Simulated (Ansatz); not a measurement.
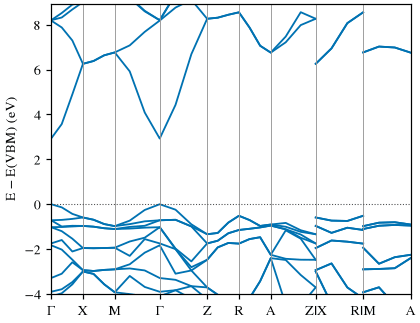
Figure: Band structure from HSE06 in the plane-wave PAW code Ansatz

Problem. Read off the gap and where the band edges lie.

Solution. About 2.9 eV (2.93 eV among the points solved); maximum at Γ, minimum at Γ.

Problem. Pick the material that matches.
A. SnO2, rutile
B. MnF2, rutile
C. MgH2, rutile

Solution. A, SnO2, rutile

Space group P4_2/mnm (rutile). Symmetry was held in the HSE06 relaxation. The hybrid was solved on a coarse mesh, the path and, where they were found, the r²SCAN edge points; its band edges are the extreme levels among these. Scalar-relativistic: spin–orbit coupling is off unless named, which matters more the heavier the elements.

Potentials: the later of the program's two PAW sets.
